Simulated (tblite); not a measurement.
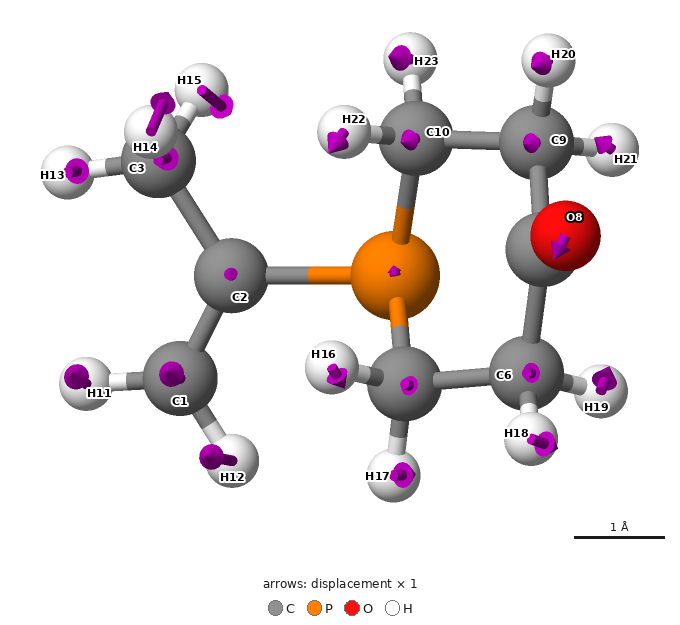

A relaxation of C$_{8}$H$_{13}$OP. The starting structure is drawn; purple arrows show the displacements, at their true length. The two geometries are superimposed by the best rigid fit.

Style: ball-and-stick. Shown at a tilt.

All numbers below come from GFN2-xTB geometry optimisation, gas phase (tblite 0.8.0). 

**What did the optimiser do to the structure, and how much energy did it gain?**

The largest move after the best rigid fit is that of an H atom, 1.07 Å. By element the largest moves are H 1.07 Å, C 0.64 Å, O 0.30 Å, P 0.12 Å. Among the contacts that change: C–O 1.233 → 1.205 Å, C–C 1.519 → 1.499 Å, C–P 1.853 → 1.835 Å, C–C 1.514 → 1.530 Å. Bond angles that change, for instance: C–C–P 120.9° → 114.2°, C–C–P 118.3° → 123.1°, C–P–C 103.0° → 98.6°. Groups turn about C–P by about 35°. After 126 geometry steps the energy has fallen by 13.7 kJ/mol.
